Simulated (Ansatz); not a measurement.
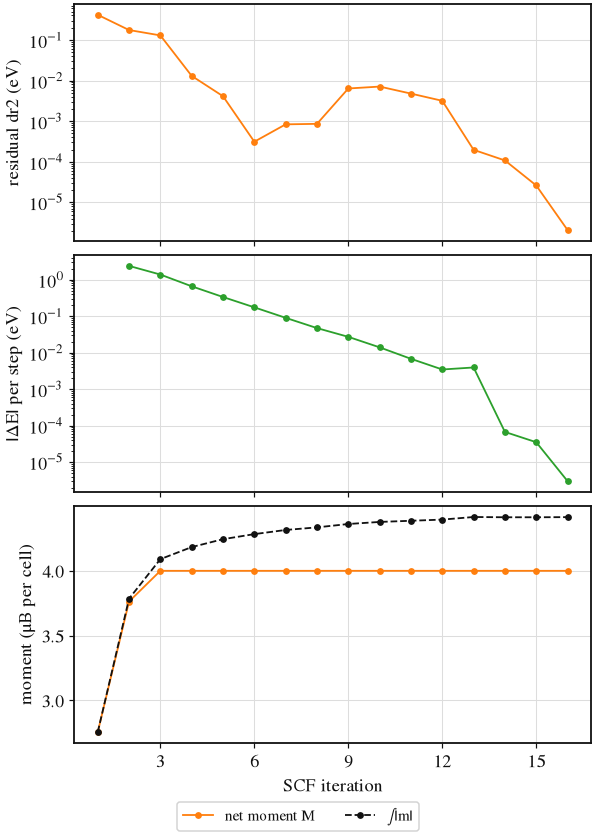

Figure. SCF iterations of a calculation: density residual dr2, step-to-step change of the Harris–Foulkes energy, magnetic moments. WS (Fm-3m, 2 atoms in the cell); Ansatz 0.2.0, DFT r2SCAN+U, scalar-relativistic, plane waves, PAW; cutoff 500 eV, 14×14×14 k-mesh, Gaussian smearing of 0.1 eV, collinear spins, U = 6.2 eV on W d. dr2 is the charge part; the magnetisation has a residual of its own.

It was still iterating, at step 16, when the time limit ended it. The residual is still falling at the last step (down to 2.1 × 10⁻⁶). The program keeps the magnetisation out of the quasi-Newton mixer until iteration 11 and then restarts the mixer with it. The residual starts near 0.4 and ends near 2 × 10⁻⁶ eV. The net moment goes from 2.8 to 4.0 μB per cell, though in an unconverged run this needn't be final.
